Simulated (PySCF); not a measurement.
**WOF: frequency calculation**

The run: frequency calculation of WOF, multiplicity 4. Method and program: UKS-based PBE0, W def2-TZVP with ECP60, O def2-TZVP, F def2-TZVP; non-relativistic Hamiltonian with a scalar-relativistic core potential; density fitting (PySCF 2.14.0).

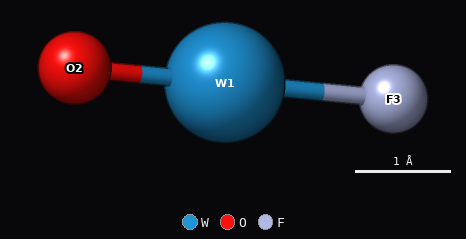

Fig. 1: The structure as given in the input (ball-and-stick view, seen at an oblique angle; atoms are numbered from 1 in the order of the input). Sticks mark near contacts. Bond lengths as drawn: F–W 1.92 Å and O–W 1.71 Å.

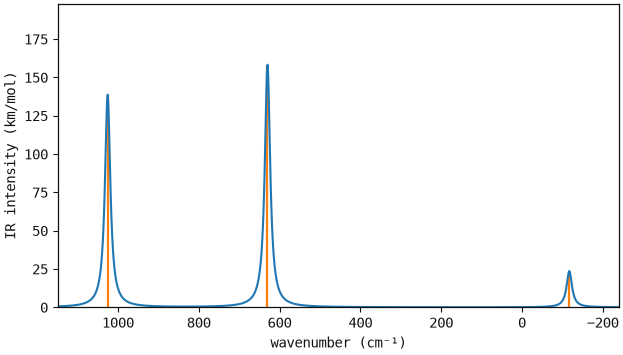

Fig. 2: Harmonic infrared spectrum, unscaled: sticks (degenerate modes added up, dark ones marked on the axis) with a Lorentzian envelope of 16 cm⁻¹ full width, scaled to the tallest stick; imaginary modes are drawn at negative wavenumbers. 4 modes from 117i to 1026 cm⁻¹, 2 imaginary beyond 8i (117i, 117i cm⁻¹): not a minimum. The strongest line is at 630 cm⁻¹ (158 km/mol). All modes, in cm⁻¹ (km/mol): 117i (11.8), 117i (11.8), 630 (158), 1026 (139).

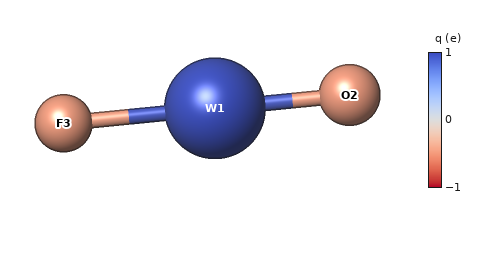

Fig. 3: Mulliken charges, as the colour of each atom (ball-and-stick view, seen at an oblique angle; atoms are numbered from 1 in the order of the input). By element: W +0.97, O −0.49 and F −0.47 e.

The input and output of the run follow.

The input:
```python
from pyscf import gto, scf, dft
mol = gto.M(atom='''
W      0.000000     0.000000    -0.041734
O      0.000000     0.000000    -1.747549
F      0.000000     0.000000     1.875367''',
    basis={'W': 'def2-TZVP', 'O': 'def2-TZVP', 'F': 'def2-TZVP'},
    ecp={'W': 'def2-TZVP'},
    charge=0, spin=3)
mf = dft.UKS(mol, xc='PBE0')
mf.grids.atom_grid = (75, 302)
aux = {'W': 'def2-universal-JKFIT', 'O': 'def2-universal-JKFIT', 'F': 'def2-universal-JKFIT'}
mf = mf.density_fit(auxbasis=aux)
mf.conv_tol = 1e-09
mf.diis_space = 10
mf.max_cycle = 60
mf.verbose = 4
mf.kernel()
```

The script is an equivalent of the set-up of the self-consistent field. The run itself was carried out by a driver, which started from the orbitals of the step before it where there was one and computed the further properties.

Run as:
```bash
OMP_NUM_THREADS=4 python axn.py task.json out
```

What the program printed:
```
init E= -242.082167049545
  alpha nocc = 17  HOMO = -0.277883407922295  LUMO = -0.0324142114347782
  beta  nocc = 14  HOMO = -0.362372691105366  LUMO = -0.122599856023928
  HOMO = -0.277883407922  LUMO = -0.122599856024  gap/eV = 4.22548
cycle= 1 E= -242.082167049543  delta_E= 1.71e-12  |g|= 2.89e-06  |ddm|= 2.25e-06
  alpha nocc = 17  HOMO = -0.277883638334628  LUMO = -0.032414562526621
  beta  nocc = 14  HOMO = -0.362371737433179  LUMO = -0.122600184798614
  HOMO = -0.277883638335  LUMO = -0.122600184799  gap/eV = 4.22548
Extra cycle  E= -242.082167049516  delta_E= 2.75e-11  |g|= 8.83e-06  |ddm|= 5.61e-06
converged SCF energy = -242.082167049516  <S^2> = 3.7847861  2S+1 = 4.0173554
```

Summary:

- outcome: converged
- total energy: −242.082167 hartree
- ⟨S²⟩: 3.785
- zero-point energy: 0.003772 hartree
- dipole moment: 0.69 D
- wavenumbers, lowest and highest: 117i and 1026 cm⁻¹
- hardware: 4 threads of Arm Neoverse V2, 24 GiB of memory available, shared host
- wall time: 26 s (CPU time 82 s)
- peak memory: 0.93 GiB
